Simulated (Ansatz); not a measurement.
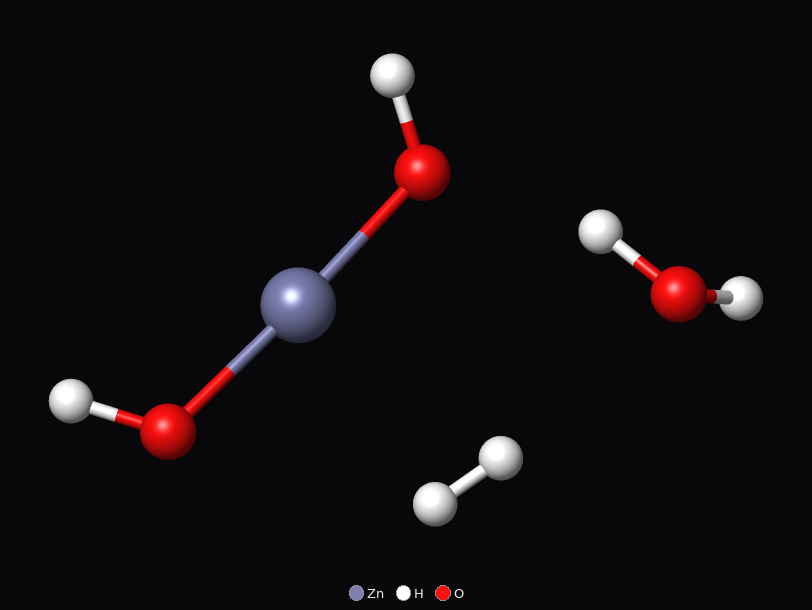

Harmonic vibrations computed with RKS PBE0-D4/def2-TZVP (Ansatz 0.2.0) at a stationary point of the same level.

> Minimum or transition state?

A minimum: no imaginary frequency, and the lowest mode lies at 37 cm⁻¹.

> List the wavenumbers.

24 modes: 37, 77, 124, 146, 166, 188, 205, 247, 270, 345, 379, 517, 591, 697, 735, 755, 789, 854, 1646, 3580, 3911, 3918, 3921, 4208 cm⁻¹.
